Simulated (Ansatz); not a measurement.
Hypothetical zinc blende BiB: carrier doping

Consider BiB in the zinc blende structure (space group F-43m, No. 216; a = 5.4905 Å; a hypothetical phase, not in the database extracts checked).

Carriers are added at fixed cell with a uniform background; the Fermi–Dirac width is that of 300 K.

Method: r2SCAN, PAW, 500 eV (Ansatz, an electronic-structure program; no spin-orbit coupling).

Notes on the quantities. Fermi level from band edge: Fermi level relative to the doped band's edge (positive inside the band; to 0.05 eV).

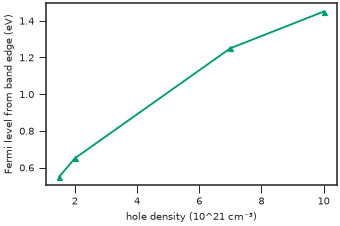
Figure. Fermi level from band edge against hole density

```
hole density (10^21 cm⁻³)  Fermi level from band edge
-------------------------  --------------------------
1.5                                          +0.55 eV
2                                            +0.65 eV
7                                            +1.25 eV
10                                           +1.45 eV
```

Carriers are added with a uniform compensating background; total energy and stress of such cells depend on the potential's zero and are not compared; many-body gap narrowing is missing at this level. Whether these cells are dynamically stable was not tested.
